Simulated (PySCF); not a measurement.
# BrFGeH2: the cost of one run

The runs use PySCF 2.14.0, with density-fitted response routines of our own; the level of theory stands in each step. All values are computed, except where a source is named. Atoms count from 0, in the outputs and in this text.

## Step 1: The starting structure

5 atoms, charge 0, multiplicity 1; geometry from: GFN2-xTB.

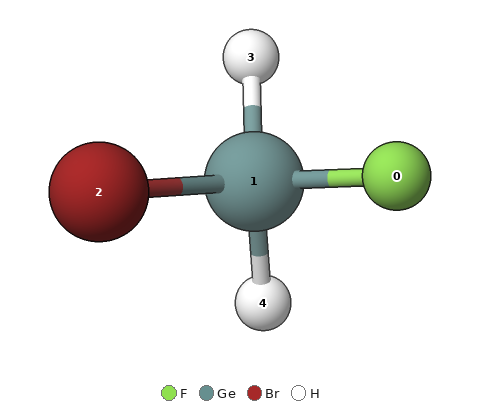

The starting geometry (fluorine green, germanium teal, bromine red, hydrogen white), atoms numbered.

## Step 2: Relaxing the molecule at PBE0-D3(BJ)/def2-SVP

What the job is given:

```
{"job": {"xc": "PBE0", "basis": "def2-SVP", "d3": "d3bj", "grid": 1, "kind": "geom"}, "charge": 0, "multiplicity": 1}
F     -0.904856     1.394823    -0.133547
Ge    -0.107956    -0.144380     0.004393
Br     2.104178     0.292432     0.034967
H     -0.578724    -0.673538     1.328565
H     -0.504021    -0.866486    -1.251563
```

The run is started by

```bash
$ OMP_NUM_THREADS=1 python probes_run.py task.json out
```

The driver reads the jobs from task.json and runs them one after another.

**Question.** How long does this first job take on 1 thread of Arm Neoverse V1, shared host, and how much memory does it need?

About 12 s, with a peak of 0.36 GiB.
